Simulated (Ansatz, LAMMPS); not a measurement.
# Static equation of state of amorphous 63GeO2-24PbO-13Al2O3 (mol %) (115 atoms)

Density of this cell: 4.75 g/cm³. The cell holds 115 atoms: 24 Ge, 9 Pb, 10 Al and 72 O. Cell: a = 12.108 Å, b = 12.163 Å, c = 11.959 Å, α = 88.5°, β = 89.1°, γ = 91.1°. The starting structure: 115 atoms (24 Ge, 9 Sr, 10 Al, 72 O) placed at random at 3.86 g/cm³, melted at 5000 K for 10 ps at fixed volume with the Morse and Coulomb pair potential with partial charges (Pedone, Malavasi, Menziani, Cormack and Segre, J. Phys. Chem. B 110, 11780 (2006)). Quenched from 5000 K to 300 K at 30 K/ps and fixed volume, held 10 ps at zero pressure, then minimised at fixed cell. Then Sr was replaced by Pb and the cell scaled by 1.008 (the potential has no terms for the new elements, so the cell is a start for a DFT relaxation).

Calculated with Ansatz 0.2.0: Kohn-Sham DFT, RPBE, PAW (set soft_2), plane waves; cutoff 420 eV, Γ point, gaussian smearing of 0.025 eV. Cell and atoms were relaxed first, to V0 = 15.305 Å³ an atom at a residual P0 = -0.025 GPa. The cell was then scaled evenly, and the atoms were relaxed at each volume.

| volume (Å³/atom) | pressure (GPa) |
| --- | --- |
| 13.774 | 5.629 |
| 14.386 | ? |
| 14.845 | 1.439 |
| 15.764 | -0.07580 |
| 16.223 | -1.111 |

Task: Fit the third-order Birch–Murnaghan equation to the rows given and interpolate to the withheld row.

**Working.**

Take the Eulerian strain f = ½[(V0/V)^(2/3) − 1] and the normalised pressure F = (P − P0) / [3f(1 + 2f)^(5/2)]. The third-order Birch–Murnaghan equation is then the line F = B0 + (3/2)B0(B′ − 4) f, so u = f and v = F.

| u = f | v = F (GPa) |
| --- | --- |
| 0.0363834 | 43.4574 |
| 0.0102568 | 45.2254 |
| -0.00975634 | 1.81251 |
| -0.0190505 | 20.9277 |

With n = 4: mean u = 0.00445832, mean v = 27.8558, Σ(u − ū)² = 0.0018076, Σ(u − ū)(v − v̄) = 1.1319. Slope b = 1.1319 / 0.0018076 = 626.19; intercept a = v̄ − b ū = 25.064.

So B0 = a = 25.1 GPa and B′ = 4 + 2b/(3a) = 20.7. At the withheld volume f = 0.02106, F = a + b f = 38.25 GPa, and P = P0 + 3f(1 + 2f)^(5/2) F.

Prediction at 14.386: 2.653 GPa. The run gave 3.255 GPa, so the fit is low by 0.60 GPa (18 % of the value).

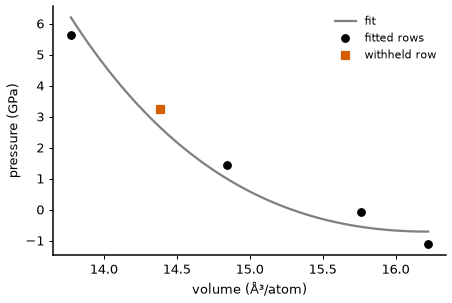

The fit, the rows that it rests on and the withheld row.

The series isn't one smooth equation of state: even a line fitted to all rows, the withheld one included, misses F by up to 986.2 %, the count of bonds changes along the series, an atom moves over 0.5 Å in some relaxation and a scaled cell ends below the relaxed one in energy. B0 and B′ are then only the numbers of this fit, not moduli of the material. Among the rows given, the largest miss of the fit is at 13.774, by 0.57 GPa (8.5 % of the range of the table).

Limits: Static cells at zero temperature; the cell shape is held. The program notes that the SCF threshold of these relaxations is loose for the stress. The quench rate of 30 K/ps is many orders above laboratory rates, so the cell is likely richer in defects and strain than a real sample. The network of bonds at the start is that of the classical potential that made the cell, and needn't be the one that DFT or experiment would give. Only the Γ point is sampled, in a cell whose shortest periodic width is 12 Å.

[Hosts, paths, dates, database ids (printed as entryN), source tags and the programs' standing remarks are cut or masked in the printed files.]
